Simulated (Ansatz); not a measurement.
# Debugging a many-body input for KBr (Fm-3m)

Aim: the G0W0 gap of KBr (Fm-3m). The first input has a fault.

Program: Ansatz 0.2.0. Level of theory: G0W0 on PBE, plane waves, PAW. Results are calculated unless marked as measured.

## Step 1: Set-up

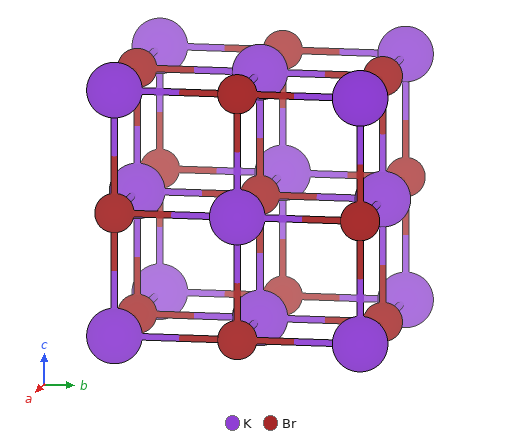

The cell as given, slightly off an axis (potassium purple, bromine red). This picture shows the conventional cell, with its axes. Some periodic images of atoms are drawn too.

The cell and positions come from the Crystallography Open Database and are kept as given unless a step says otherwise. The default PAW set here is soft_2. Its files were made with PBE.

## Step 2: First try

Input file input.yaml:

```yaml
crystal:
  lattice:
    - [0.0, 3.3, 3.3]
    - [3.3, 0.0, 3.3]
    - [3.3, 3.3, 0.0]
  atoms:
    - { symbol: K, position: [0.0, 0.0, 0.0] }
    - { symbol: Br, position: [0.5, 0.5, 0.5] }
kpoints:
  mp_grid: { grid: [4, 4, 4] }
hamiltonian:
  xc: pbe
scf:
  occupations: { method: fixed }
gw:
  n_empty_bands: 75
  ecut_chi: 3000
  qp_bands: [v2, c2]
  qp_kpoints: band_edges
  screening: { model: contour_deformation }
  ecutfock_ratio: 1
```

Launch:

```console
ansatz run input.yaml --threads 3 --pin off --max-ram 92160MiB --backend cpu --events-out ev --progress --plain --runs-dir out
```

Numbers of over 12 decimals in the logs are rounded to 6 here.

Log:

```text
Error: inconsistent input (gw.ecut_chi, gw.ecutfock_ratio, basis.ecutwfc): ecut_chi = 3000.000 eV exceeds the pair-density box cutoff, ecutfock_ratio times the 420.000 eV up to which the run holds plane waves, 420.000 eV; raise gw.ecutfock_ratio or lower gw.ecut_chi
```

Wall time 0.09 s (3 threads of AMD EPYC 7R13 (Zen 3), shared host); peak memory 0.079 GiB; 0.1 s of CPU time.

Q: What is the fault?

The program refused the input before any cycle.

The program's message: “Error: inconsistent input (gw.ecut_chi, gw.ecutfock_ratio, basis.ecutwfc): ecut_chi = 3000.000 eV exceeds the pair-density box cutoff, ecutfock_ratio times the 420.000 eV up to which the run holds pla …”

The fault: screening cutoff above the basis. The screening basis can't pass the cutoff that the input grants to pair densities.

## Step 3: A better input

Now the one-shot GW correction: screening in the RPA, then the self-energy of the levels asked for.

input.yaml, as its differences from that of step 2:

```diff
@@ -16,3 +16,3 @@
   n_empty_bands: 75
-  ecut_chi: 3000
+  ecut_chi: 60
   qp_bands: [v2, c2]
@@ -20,2 +20 @@
   screening: { model: contour_deformation }
-  ecutfock_ratio: 1
```

Launch:

```console
ansatz run input.yaml --threads 3 --pin off --max-ram 92160MiB --backend cuda --events-out ev --progress --plain --runs-dir out --devices 1 --max-vram 13GiB
```

Log:

```text
GPUs: using 1 of 1 available (devices: 1).
[...]
device memory: the entry about to start is reckoned to put 0.9 GiB on a device that reports 45.5 GiB free (of which the cap on the GPU budget leaves the run 13.0 GiB)
GPU FFT provider: cuFFT
GPU libraries: cuBLAS 13.8.2, cuFFT 12.4.0, cuSOLVER 12.3.4
Crystal: 2 atoms, lattice volume = 71.874 Å³
Basis set: ecut = 420 eV, 1411 PW (Γ)
Bands: 12, of which v1, the nominal top of the filled ones, is band 8 counted from 1 (7 counted from 0)
Symmetry: 48 space group operations
[...]
k-points: 8 of 64
[...]
GPU buffer pool allocated for 32768 grid points (all kernels)
GPU transforms: local potential and band sums: pruned to the plane-wave sphere, on 32×32×32
[...]
SCF iter   1: F=—  HF=-4324.496265 eV  |F-HF|=—  |Δ(HF+E_count)|=         —  Δρ=1.75e-4  dr2=1.22e-5  ethr=1.77e-3  ⟨swp⟩=5.2  Hψ=526  notcnv=0  defer=13
[...]
0     7      1.0698   -19.4660     2.3553   -15.5675  0.8083    -0.5046    -0.4733  root
     0     8      1.0698   -19.4660     2.3553   -15.5675  0.8083    -0.5046    -0.4733  root
     0     9      5.5050    -4.2690    -2.9119    -7.8620  0.8604     6.1899     6.1861  root
     0    10      8.6736    -4.0613    -3.2258    -8.7418  0.8508    10.1513    10.1283  root
     1     7      0.8962   -19.1441     2.3672   -15.2047  0.8072    -0.7094    -0.6760  root
     1     8      0.8962   -19.1441     2.3672   -15.2047  0.8072    -0.7094    -0.6760  root
     1     9      6.7570    -4.8953    -2.9466    -8.6363  0.8538     7.5571     7.5513  root
     1    10      8.5566    -4.2302    -3.1499    -8.5939  0.8473     9.7871     9.7704  root
[...]
7     7      0.4832   -18.6170     2.4312   -14.5097  0.8055    -1.2339    -1.1929  root
     7     8      0.5329   -18.5711     2.4059   -14.5149  0.8047    -1.1571    -1.1174  root
     7     9      8.4558    -4.2249    -3.1030    -8.4629  0.8469     9.6053     9.5908  root
     7    10      8.4558    -4.2249    -3.1030    -8.4629  0.8469     9.6053     9.5908  root
[key lines of the parts left out:]
SCF converged after 6 iterations
Free energy (F): -4324.496178 eV
Fermi energy:    1.069751 eV
```

Run time: 7.4 s. Hardware: 1 × NVIDIA H100 80GB HBM3 (shared by 6 runs) with 3 threads; peak memory 0.98 GiB; 6.3 s of CPU time.

In the SCF lines HF is the Harris–Foulkes energy and dr2 the Hartree energy of the density residual, in eV; the loop may stop once dr2 is under the threshold and the program's other checks hold. Hψ counts applications of the Hamiltonian.

Numbers from this step:

| Item | Value |
| --- | --- |
| bands summed | 83 |
| RPA ε∞ on this mesh (eigenvalues) | 2.372, 2.372, 2.372 |
| plane waves in the screening matrix | 65 |
| q-points in the mesh | 64 |
| G0W0 gap on the mesh | 6.659 eV |
| k of the valence top | 0, 0, 0 |
| k of the conduction bottom | 0, 0, 0 |
| starting gap on the mesh | 4.435 eV |
| Z at the valence top | 0.8083 |
| Z at the conduction bottom | 0.8604 |
| least direct G0W0 gap on the computed points | 6.659 eV |

The gap on the mesh goes from 4.44 eV to 6.66 eV, a correction of +2.22 eV. Between the two edge states, bare exchange in place of the xc potential would open the gap by 7.49 eV, and correlation takes back 5.27 eV.

## Step 4: Summary of results

| Property | Result |
| --- | --- |
| first try | refused after 0.09 s |
| better run | G0W0 gap on the mesh 6.66 eV (4×4×4 mesh, 75 empty bands, screening to 60 eV) |

What this shows: The second run differs in: screening cutoff (eV) and ecutfock ratio. Bands and cutoff are finite, so the gap is not at the basis limit. The miss can reach some tenths of an eV and take either sign; the mesh is an error of its own. The many-body steps are scalar-relativistic: spin-orbit coupling is not in them.

[Paths, hosts, dates, memory and timing lines, banners, echoed tables and standing remarks are left out of the program output.]

[Logs are printed without paths, hosts, clocks, repeated set-up lines and the standing remarks that a program may print on its own settings, such as how far it seeks lower states.]

[Runs of the session that timed out or met a known fault of the program may be left out.]

[Cells called generated may have been cut or substituted from an entry of the Crystallography Open Database or the Materials Project.]

[No measured gap is set beside runs whose start may be inverted or whose files or cutoffs have a known fault.]

[Hosts, paths, dates, database ids (printed as entryN), source tags and the programs' standing remarks are cut or masked in the printed files.]
